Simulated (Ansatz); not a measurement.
# How fast states decay through Cs2BeH4

Aim: relax a made-up compound, Cs2BeH4, and see how good a tunnel barrier it would be. It is built by putting Be for Ca in the Cs2CaH4 structure of space group I4/mmm, with the volume rescaled by atomic radii. The parent structure comes from the Materials Project.

Program: Ansatz 0.2.0. Level of theory: PBE DFT, plane waves, PAW files, in the first sound run; inputs show where later runs differ. Results are calculated unless marked as measured.

The structure was built from a prototype and need not be the compound's stable phase.

## Step 1: The structure

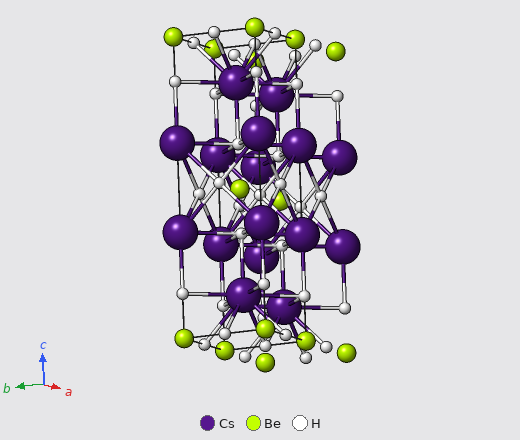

The cell as given, from a free direction (caesium purple, beryllium green, hydrogen white). 2×1×1 cells are drawn. This picture shows the conventional cell, with its axes. Some periodic images of atoms are drawn too.

## Step 2: Relaxing the new crystal

The substituted atoms don't fit the parent's cell, so cell and atoms relax together. A small smearing keeps the run stable in case the gap closes on the way.

File input.yaml:

```yaml
crystal:
  lattice:
    - [-2.1759079921, 2.1759079921, 7.3305836182]
    - [2.1759079921, -2.1759079921, 7.3305836182]
    - [2.1759079921, 2.1759079921, -7.3305836182]
  atoms:
    - { symbol: Cs, position: [0.64805889, 0.64805889, 0.0] }
    - { symbol: Cs, position: [0.35194111, 0.35194111, 0.0] }
    - { symbol: Be, position: [0.0, 0.0, 0.0] }
    - { symbol: H, position: [0.85147726, 0.85147726, 0.0] }
    - { symbol: H, position: [0.14852274, 0.14852274, 0.0] }
    - { symbol: H, position: [0.0, 0.5, 0.5] }
    - { symbol: H, position: [0.5, 0.0, 0.5] }
kpoints:
  mp_grid: { grid: [8, 8, 8] }
scf:
  occupations: { method: gaussian, width: 0.03 }
hamiltonian:
  xc: pbe
output:
  forces: true
  stress: true
relax:
  f_tol: 0.02
  max_steps: 60
  cell: {}
```

Run with:

```sh
ansatz run input.yaml --threads 2 --pin off --max-ram 4096MiB --backend cpu --events-out ev --progress --plain --runs-dir out
```

Numbers of over 12 decimals in the logs are rounded to 6 here.

The log of the run:

```text
basis.fft_grid_basis auto: the FFT boxes are laid along the combinations [[1, 0, 1], [0, 1, 1], [0, 0, 1]] of the cell's own vectors, 4.352, 4.352 and 7.950 Å long. The dense box has 30×30×54 points. Along the cell's own vectors, as sized, it would have 54×54×54, 3.24 times as many. Of the 16 symmetry operations that the crystal satisfies within crystal.symmetry.tolerance (time reversal apart; of a slab, those that k [...]
Engine: ansatz 0.2.0, aarch64-unknown-linux-gnu
Pseudopotentials: kind: paw
Pseudopotential: Cs, paw, valence charge 9, recommended cutoff 420 eV (normal), Cs.paw.azcp
Pseudopotential: Be, paw, valence charge 2, recommended cutoff 420 eV (normal), Be.paw.azcp
Pseudopotential: H, paw, valence charge 1, recommended cutoff 420 eV (normal), H.paw.azcp
Functional definition: PBE
  parameter kappa = 0.804
  parameter beta = 0.066725
  exchange = pbe_x(kappa = kappa, mu = beta*pi^2/3)
  correlation = pbe_c(beta = beta)
Crystal: 7 atoms, lattice volume = 138.829 Å³
Basis set: ecut = 420 eV, 2729 PW (Γ), FFT grids on a1+a3, a2+a3, a3, exchange–correlation on 60×60×108 points (8 copies of the dense FFT grid, shifted against one another)
Bands: 19, of which v1, the nominal top of the filled ones, is band 12 counted from 1 (11 counted from 0)
Symmetry: 16 space group operations
Space group: I4/mmm (ITA 139), of the structure as read, at distance tolerance 5.2e-5 Å
k-points: 59 of 512
Non-local potential: Cs, projectors of the file, l = 0: 3, l = 1: 2, l = 2: 2, l = 3: 2
Non-local potential: Be, projectors of the file, l = 0: 2, l = 1: 2, l = 2: 1
Non-local potential: H, projectors of the file, l = 0: 2, l = 1: 1
PAW form: soft (Blöchl's): semilocal exchange-correlation on the pseudo side does not see the compensation charge
PAW one-centre angular grid: Cs, 194 points (default); XC on 64 Gauss nodes
PAW one-centre angular grid: Be, 110 points (default); XC on 64 Gauss nodes
PAW one-centre angular grid: H, 110 points (default); XC on 64 Gauss nodes
Initial density: superposition of atomic densities (neutral atoms: chi_scale 0, normalization atom), corrected by the library's trained network
Initial wavefunctions: pseudopotential atomic-orbital guess
Functional: x = pbe(κ = 0.804, μ = 0.219515), c = pbe(β = 0.066725)
SCF iter   1: F=—  HF=-11496.493217 eV  |F-HF|=—  |Δ(HF+E_count)|=         —  Δρ=1.94e-3  dr2=1.31e-2  ethr=1.77e-3  ⟨swp⟩=7.2  Hψ=6700  notcnv=0  defer=7
preconditioner: auto → Resta (q_TF=auto, 2.036 Å⁻¹)  ε∞=3.0  [insulator: Δε(μ)=1.867 eV  Ē_g=9.970 eV  σ=0.030 eV  W_gap=1.00  n_scr=20 (ndim 8)  ℏωp=14.1 eV  f_vac=0.004  D(μ)=0.00/eV (n_scr^D=0)  ε∞_Penn≈3.0]
SCF iter   2: F=—  HF=-11496.488964 eV  |F-HF|=—  |Δ(HF+E_count)|=   4.25e-3  Δρ=6.26e-4  dr2=9.02e-4  ethr=5.47e-5  ⟨swp⟩=2.6  Hψ=2211  notcnv=0  defer=112
SCF iter   3: F=—  HF=-11496.488920 eV  |F-HF|=—  |Δ(HF+E_count)|=   4.46e-5  Δρ=2.38e-4  dr2=8.10e-5  ethr=3.76e-6  ⟨swp⟩=2.3  Hψ=1617  notcnv=0  defer=112
SCF iter   4: F=—  HF=-11496.488893 eV  |F-HF|=—  |Δ(HF+E_count)|=   2.65e-5  Δρ=7.77e-5  dr2=7.82e-6  ethr=3.37e-7  ⟨swp⟩=2.6  Hψ=1601  notcnv=0  defer=112
SCF iter   5: F=—  HF=-11496.488902 eV  |F-HF|=—  |Δ(HF+E_count)|=   8.72e-6  Δρ=1.07e-5  dr2=2.17e-7  ethr=3.26e-8  ⟨swp⟩=2.0  Hψ=1577  notcnv=0  defer=112
SCF iter   6: F=-11496.488902 eV  HF=-11496.488902 eV  |F-HF|=2.64e-8  |Δ(HF+E_count)|=   1.44e-7  Δρ=3.07e-6  dr2=1.18e-8  ethr=4.17e-10  ⟨swp⟩=4.0  Hψ=3477  notcnv=0
SCF 1 converged in 6 iterations: F = -11496.488902 eV  dr2 = 1.18e-8
  greatest PAW one-centre occupation: 0.926 electrons in one spin orbital (limit 2), on the Cs atom at site 1 (counted from 0), in its partial waves of l = 0
relax step   1: F+E_penalty+E_count = -11496.48890203 eV  Δ(F+E_penalty+E_count) = +0.000e0 eV  max|allowed force component| = 1.213e0 eV/Å  Δτ_max = 0.0000 Å  P = -3.983 GPa  Ω = 138.829 Å³  (6 SCF iters, dr2 threshold 1.00e-7 eV, accepted)
Crystal: 7 atoms, lattice volume = 130.259 Å³
Basis set: ecut = 420 eV, 2529 PW (Γ), FFT grids on a1+a3, a2+a3, a3, exchange–correlation on 60×60×108 points (8 copies of the dense FFT grid, shifted against one another)
Initial density: handed on by an earlier stage of this run
Initial wavefunctions: those handed on with the density
iter 1 solved again at ethr=1.21e-3 eV; its pass at ethr=3.10e-3 eV (dr2=2.90e-1 eV) is discarded
SCF iter   1: F=—  HF=-11497.256891 eV  |F-HF|=—  |Δ(HF+E_count)|=         —  Δρ=9.64e-3  dr2=2.88e-1  ethr=1.21e-3  ⟨swp⟩=1.3  Hψ=7764  notcnv=0
preconditioner: auto → Resta (q_TF=auto, 2.058 Å⁻¹)  ε∞=3.0  [insulator: Δε(μ)=2.262 eV  Ē_g=10.184 eV  σ=0.030 eV  W_gap=1.00  n_scr=20 (ndim 8)  ℏωp=14.6 eV  f_vac=0.004  D(μ)=0.00/eV (n_scr^D=0)  ε∞_Penn≈3.0]
SCF iter   2: F=—  HF=-11497.189571 eV  |F-HF|=—  |Δ(HF+E_count)|=   6.73e-2  Δρ=4.36e-3  dr2=4.12e-2  ethr=1.20e-3  ⟨swp⟩=2.0  Hψ=1599  notcnv=0
SCF iter   3: F=—  HF=-11497.178272 eV  |F-HF|=—  |Δ(HF+E_count)|=   1.13e-2  Δρ=7.59e-4  dr2=1.01e-3  ethr=1.72e-4  ⟨swp⟩=2.7  Hψ=2258  notcnv=0  defer=131
SCF iter   4: F=—  HF=-11497.178198 eV  |F-HF|=—  |Δ(HF+E_count)|=   7.43e-5  Δρ=1.86e-4  dr2=3.79e-5  ethr=4.21e-6  ⟨swp⟩=2.0  Hψ=1535  notcnv=0  defer=131
SCF iter   5: F=—  HF=-11497.178152 eV  |F-HF|=—  |Δ(HF+E_count)|=   4.55e-5  Δρ=2.74e-5  dr2=7.70e-7  ethr=1.58e-7  ⟨swp⟩=2.2  Hψ=1572  notcnv=0  defer=131
SCF iter   6: F=-11497.178153 eV  HF=-11497.178153 eV  |F-HF|=1.01e-7  |Δ(HF+E_count)|=   8.20e-7  Δρ=6.57e-6  dr2=7.77e-8  ethr=2.92e-9  ⟨swp⟩=4.0  Hψ=3445  notcnv=0
SCF 2 converged in 6 iterations: F = -11497.178153 eV  dr2 = 7.77e-8
relax step   2: F+E_penalty+E_count = -11497.17815313 eV  Δ(F+E_penalty+E_count) = -6.893e-1 eV  max|allowed force component| = 1.219e0 eV/Å  Δτ_max = 0.1949 Å  P = -3.126 GPa  Ω = 130.259 Å³  energy of the carried Pulay correction = +2.867e-3 eV  (6 SCF iters, dr2 threshold 7.00e-7 eV, accepted)
Crystal: 7 atoms, lattice volume = 124.750 Å³
Basis set: ecut = 420 eV, 2443 PW (Γ), FFT grids on a1+a3, a2+a3, a3, exchange–correlation on 60×60×108 points (8 copies of the dense FFT grid, shifted against one another)
iter 1 solved again at ethr=1.23e-3 eV; its pass at ethr=3.10e-3 eV (dr2=2.95e-1 eV) is discarded
SCF iter   1: F=—  HF=-11497.801936 eV  |F-HF|=—  |Δ(HF+E_count)|=         —  Δρ=1.09e-2  dr2=2.97e-1  ethr=1.23e-3  ⟨swp⟩=1.0  Hψ=7985  notcnv=0
preconditioner: auto → Resta (q_TF=auto, 2.073 Å⁻¹)  ε∞=3.1  [insulator: Δε(μ)=2.319 eV  Ē_g=10.366 eV  σ=0.030 eV  W_gap=1.00  n_scr=20 (ndim 8)  ℏωp=14.9 eV  f_vac=0.002  D(μ)=0.00/eV (n_scr^D=0)  ε∞_Penn≈3.1]
SCF iter   2: F=—  HF=-11497.729542 eV  |F-HF|=—  |Δ(HF+E_count)|=   7.24e-2  Δρ=4.90e-3  dr2=4.56e-2  ethr=1.23e-3  ⟨swp⟩=2.0  Hψ=1639  notcnv=0
SCF iter   3: F=—  HF=-11497.717196 eV  |F-HF|=—  |Δ(HF+E_count)|=   1.23e-2  Δρ=6.68e-4  dr2=5.38e-4  ethr=1.90e-4  ⟨swp⟩=2.4  Hψ=2077  notcnv=0  defer=124
SCF iter   4: F=—  HF=-11497.717171 eV  |F-HF|=—  |Δ(HF+E_count)|=   2.47e-5  Δρ=1.59e-4  dr2=2.62e-5  ethr=2.24e-6  ⟨swp⟩=2.0  Hψ=1684  notcnv=0  defer=124
SCF iter   5: F=-11497.717191 eV  HF=-11497.717190 eV  |F-HF|=3.44e-7  |Δ(HF+E_count)|=   1.92e-5  Δρ=2.30e-5  dr2=4.49e-7  ethr=2.92e-9  ⟨swp⟩=3.2  Hψ=4374  notcnv=0
SCF 3 converged in 5 iterations: F = -11497.717191 eV  dr2 = 4.49e-7
relax step   3: F+E_penalty+E_count = -11497.71719073 eV  Δ(F+E_penalty+E_count) = -5.390e-1 eV  max|allowed force component| = 9.884e-1 eV/Å  Δτ_max = 0.1930 Å  P = -2.216 GPa  Ω = 124.750 Å³  energy of the carried Pulay correction = +4.808e-3 eV  (5 SCF iters, dr2 threshold 7.00e-7 eV, accepted)
[... from here on, the SCF cycles and remarks between the steps are left out ...]
relax step   4: F+E_penalty+E_count = -11498.00489296 eV  Δ(F+E_penalty+E_count) = -2.877e-1 eV  max|allowed force component| = 1.384e-1 eV/Å  Δτ_max = 0.1953 Å  P = -0.309 GPa  Ω = 120.333 Å³  energy of the carried Pulay correction = +6.425e-3 eV  (5 SCF iters, dr2 threshold 7.00e-7 eV, accepted)
relax step   5: F+E_penalty+E_count = -11498.02088208 eV  Δ(F+E_penalty+E_count) = -1.599e-2 eV  max|allowed force component| = 9.351e-2 eV/Å  Δτ_max = 0.0527 Å  P = -0.045 GPa  Ω = 120.221 Å³  energy of the carried Pulay correction = +6.466e-3 eV  (5 SCF iters, dr2 threshold 7.00e-7 eV, accepted)
relax step   6: F+E_penalty+E_count = -11498.03835806 eV  Δ(F+E_penalty+E_count) = -1.748e-2 eV  max|allowed force component| = 7.979e-2 eV/Å  Δτ_max = 0.0540 Å  P = +0.150 GPa  Ω = 121.170 Å³  energy of the carried Pulay correction = +6.114e-3 eV  (5 SCF iters, dr2 threshold 7.00e-7 eV, accepted)
relax step   7: F+E_penalty+E_count = -11498.04291772 eV  Δ(F+E_penalty+E_count) = -4.560e-3 eV  max|allowed force component| = 7.051e-2 eV/Å  Δτ_max = 0.0244 Å  P = -0.004 GPa  Ω = 121.698 Å³  energy of the carried Pulay correction = +5.919e-3 eV  (5 SCF iters, dr2 threshold 7.00e-7 eV, accepted)
relax step   8: F+E_penalty+E_count = -11498.04467348 eV  Δ(F+E_penalty+E_count) = -1.756e-3 eV  max|allowed force component| = 1.578e-2 eV/Å  Δτ_max = 0.0267 Å  P = -0.020 GPa  Ω = 123.318 Å³  energy of the carried Pulay correction = +5.326e-3 eV  (5 SCF iters, dr2 threshold 3.11e-7 eV, accepted)
relax step   9: F+E_penalty+E_count = -11498.04470087 eV  Δ(F+E_penalty+E_count) = -2.739e-5 eV  max|allowed force component| = 3.038e-3 eV/Å  Δτ_max = 0.0099 Å  P = +0.001 GPa  Ω = 123.818 Å³  energy of the carried Pulay correction = +5.144e-3 eV  (5 SCF iters, dr2 threshold 1.07e-8 eV, accepted)
relax step  10: F+E_penalty+E_count = -11498.04464290 eV  Δ(F+E_penalty+E_count) = +5.797e-5 eV  max|allowed force component| = 1.943e-3 eV/Å  Δτ_max = 0.0049 Å  P = +0.008 GPa  Ω = 124.069 Å³  energy of the carried Pulay correction = +5.054e-3 eV  (7 SCF iters, accepted)
Initial wavefunctions: pseudopotential atomic-orbital guess (no wavefunctions were taken with the density)
iter 1 solved again at ethr=1.15e-5 eV; its pass at ethr=3.10e-3 eV (dr2=2.75e-3 eV) is discarded
SCF iter   1: F=—  HF=-11498.041015 eV  |F-HF|=—  |Δ(HF+E_count)|=         —  Δρ=1.96e-4  dr2=4.17e-6  ethr=1.15e-5  ⟨swp⟩=2.2  Hψ=9207  notcnv=0
eigensolver tolerance schedule: the retry pair's looser diagonalisation over-reported the residual by 657.42 of it (diagonalisation noise at an unbounded share of the residual, at the tolerance the schedule requests for it); recorded, not acted on — ethr = c·dr2/N_el stays at c = 1.0e-1
preconditioner: auto → Resta (q_TF=auto, 2.075 Å⁻¹)  ε∞=3.0  [insulator: Δε(μ)=1.874 eV  Ē_g=10.442 eV  σ=0.030 eV  W_gap=1.00  n_scr=20 (ndim 8)  ℏωp=14.9 eV  f_vac=0.014  D(μ)=0.00/eV (n_scr^D=0)  ε∞_Penn≈3.0]
SCF iter   2: F=—  HF=-11498.041081 eV  |F-HF|=—  |Δ(HF+E_count)|=   6.60e-5  Δρ=1.01e-4  dr2=1.10e-6  ethr=1.74e-8  ⟨swp⟩=2.4  Hψ=1703  notcnv=0
SCF iter   3: F=—  HF=-11498.041122 eV  |F-HF|=—  |Δ(HF+E_count)|=   4.05e-5  Δρ=2.73e-6  dr2=5.47e-9  ethr=4.58e-9  ⟨swp⟩=2.0  Hψ=1711  notcnv=0
SCF iter   4: F=—  HF=-11498.041122 eV  |F-HF|=—  |Δ(HF+E_count)|=   5.85e-9  Δρ=1.02e-6  dr2=5.26e-10  ethr=2.28e-11  ⟨swp⟩=2.0  Hψ=1739  notcnv=0
SCF iter   5: F=-11498.041122 eV  HF=-11498.041122 eV  |F-HF|=3.27e-11  |Δ(HF+E_count)|=   1.62e-9  Δρ=1.16e-7  dr2=1.25e-11  ethr=1.00e-12  ⟨swp⟩=4.7  Hψ=3523  notcnv=0
SCF 11 converged in 5 iterations: F = -11498.041122 eV  dr2 = 1.25e-11
relax step  11: F+E_penalty+E_count = -11498.04112165 eV  Δ(F+E_penalty+E_count) = +3.521e-3 eV  max|allowed force component| = 2.005e-3 eV/Å  Δτ_max = 0.0000 Å  P = -0.010 GPa  Ω = 124.069 Å³  stress off target by 2.64e-2 GPa  SCF on the basis re-selected at this cell (its energy is not comparable with the rows above)  (5 SCF iters)
basis re-selected at this cell: Δ(F+E_penalty+E_count) = +3.521e-3 eV, ΔP = -0.019 GPa vs the last step (what re-selecting the basis moved, of the pressure what is left beyond the Pulay correction that the steps carried, after the strain that the cell walked since its last selection, with what the two solves' SCF thresholds leave and, on support functions, any second-order correction that the steps lacked; it is no m [...]
SCF converged after 5 iterations
Free energy (F): -11498.041122 eV
Harris-Foulkes:  -11498.041122 eV  (|F-HF|=3.27e-11)
Internal energy: -11498.041122 eV  (E = F + TS)
E sigma→0 (E₀):  -11498.041122 eV
Fermi energy:    5.787820 eV
--- Per-component energies (eV) ---
  E_band       = -90.185861
  E_kinetic    = 358.553828
  E_local      = -492.659671  (includes V_loc(G=0)·N_el)
  E_nonlocal   = 70.261247
  E_hartree    = 170.005951
  E_xc         = -405.068842
  E_vxc        = -321.327094  (∫ρ·V_xc dr)
  E_paw        = -10194.695065  (= ΣΔE_a)
  E_vpaw       = -45.021452  (= ΣTr[D̂ρ^β])
  E_aug_tail   = -0.004646  (compensation charges beyond the density's cutoff)
  E_ewald      = -1004.433925
  E_smearing   = -0.000000  (= −TS)
  E_closure    = 0.000000  (closes the sum)
  Σ components = -11498.041122   (vs F -11498.041122, Δ=0.00e0)
--- Forces (eV/Å), atoms counted from 1 ---
  atom   1  Cs     0.00000000    -0.00000000     0.00200466
  atom   2  Cs     0.00000000    -0.00000000    -0.00200466
  atom   3  Be    -0.00000000     0.00000000    -0.00000000
  atom   4  H      0.00000000    -0.00000000    -0.00049094
  atom   5  H      0.00000000     0.00000000     0.00049094
  atom   6  H      0.00000000     0.00000000     0.00000000
  atom   7  H      0.00000000     0.00000000     0.00000000
  max |Σ_I F_I| component: 2.39e-18 eV/Å
--- Stress (GPa, compression-positive) ---
       -0.026424       0.000000       0.000000
        0.000000      -0.026424      -0.000000
        0.000000       0.000000       0.021467
  P = ⅓ Tr σ = -0.0105 GPa (-0.105 kbar)
--- Relaxed structure (10 steps of the walk, 10 accepted, 1 SCFs on fresh bases) ---
  F+E_penalty+E_count = -11498.04112165 eV   max|allowed force component| = 2.005e-3 eV/Å   (the final SCF, on the basis selected at the relaxed cell)
  cell:  # Å, volume = 124.0693 Å³
    - [-2.034808, 2.034808, 7.491308]
    - [2.034808, -2.034808, 7.491308]
    - [2.034808, 2.034808, -7.491308]
  atoms:
    - { symbol: Cs, position: [0.633974, 0.633974, 0] }
    - { symbol: Cs, position: [0.366026, 0.366026, 0] }
    - { symbol: Be, position: [1.512818070412158e-18, 1.512818070412158e-18, 0] }
    - { symbol: H, position: [0.900661, 0.900661, 0] }
    - { symbol: H, position: [0.099339, 0.099339, 0] }
    - { symbol: H, position: [1.5128180704121583e-18, 0.5, 0.5] }
    - { symbol: H, position: [0.5, 1.5128180704121583e-18, 0.5] }
```

Run time: 35 s. Hardware: 2 threads of Arm Neoverse V2, shared host; peak memory 0.45 GiB.

Relaxation path:

| step | energy less that of the first step (eV) | largest force component (eV/Å) | pressure (GPa) | volume (Å³) |
| --- | --- | --- | --- | --- |
| 1 | 0.0000 | 1.2128 | -3.98 | 138.83 |
| 2 | -0.6893 | 1.2189 | -3.13 | 130.26 |
| 3 | -1.2283 | 0.9884 | -2.22 | 124.75 |
| 4 | -1.5160 | 0.1384 | -0.31 | 120.33 |
| 5 | -1.5320 | 0.0935 | -0.05 | 120.22 |
| 6 | -1.5495 | 0.0798 | 0.15 | 121.17 |
| 7 | -1.5540 | 0.0705 | 0.00 | 121.70 |
| 8 | -1.5558 | 0.0158 | -0.02 | 123.32 |
| 9 | -1.5558 | 0.0030 | 0.00 | 123.82 |
| 10 | -1.5557 | 0.0019 | 0.01 | 124.07 |
| 11* | -1.5522 | 0.0020 | -0.01 | 124.07 |

Relaxation steps marked * repeat the geometry before them on a plane-wave basis chosen anew for their cell, so energy and pressure can jump there.

The run keeps the 16 symmetry operations that it works with, so distortions that break them were not tested.

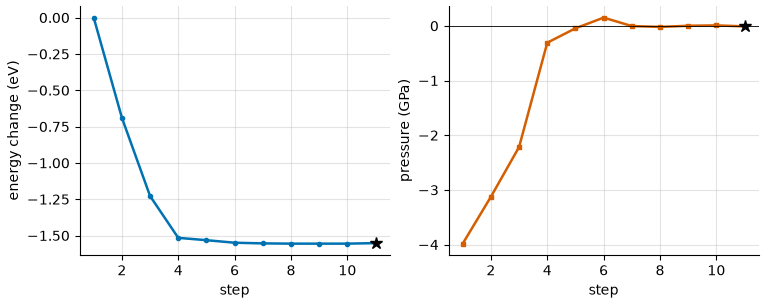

Energy and pressure along the relaxation. Stars mark steps on a basis chosen anew.

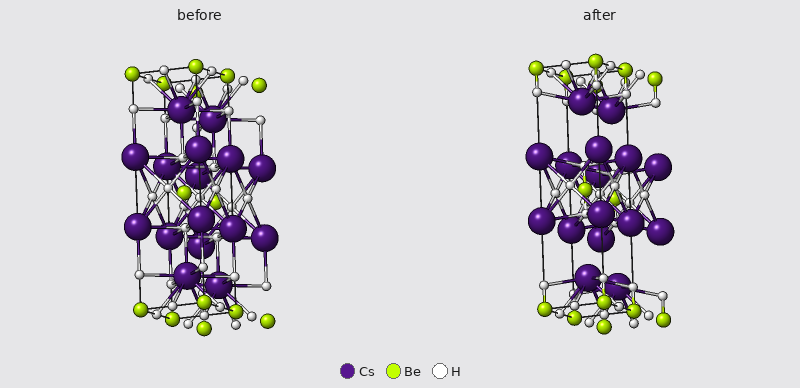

Before and after, at one scale.

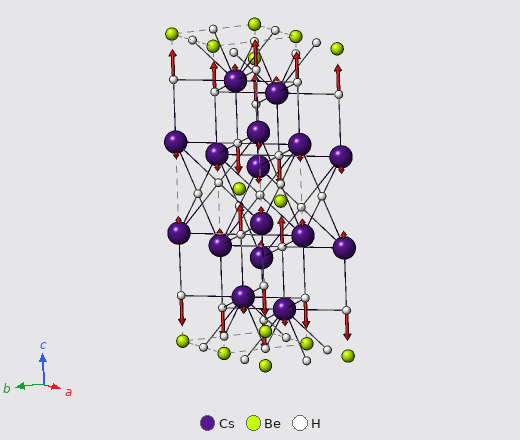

Displacements in the relaxation, exaggerated, measured against the changing cell; the longest in the cell stands for 0.74 Å. 2×1×1 conventional cells are drawn. Some periodic images of atoms are drawn too.

| conventional cell, symmetrised | before | after | change |
| --- | --- | --- | --- |
| a (Å) | 4.352 | 4.070 | -6.5 % |
| b (Å) | 4.352 | 4.070 | -6.5 % |
| c (Å) | 14.661 | 14.983 | +2.2 % |
| volume (Å³/atom) | 19.83 | 17.72 | -10.6 % |

The atoms that moved most (Å, as changes of fractional coordinates times the final cell):

| atom | dx | dy | dz | length |
| --- | --- | --- | --- | --- |
| H4 | 0.000 | 0.000 | 0.737 | 0.737 |
| H5 | 0.000 | 0.000 | -0.737 | 0.737 |
| Cs2 | 0.000 | 0.000 | 0.211 | 0.211 |
| Cs1 | 0.000 | 0.000 | -0.211 | 0.211 |

This step gave:

```
free energy  : -11498.0411 eV
Fermi energy : 5.788 eV
pressure     : -0.01046 GPa
```

The largest force component on a free atom ends at 0.0020 eV/Å.

[end of part 1 of 2]

[Logs are printed without paths, hosts, clocks, repeated set-up lines and the standing remarks that a program may print on its own settings, such as how far it seeks lower states.]

[Hosts, paths, dates, database ids (printed as entryN), source tags and the programs' standing remarks are cut or masked in the printed files.]
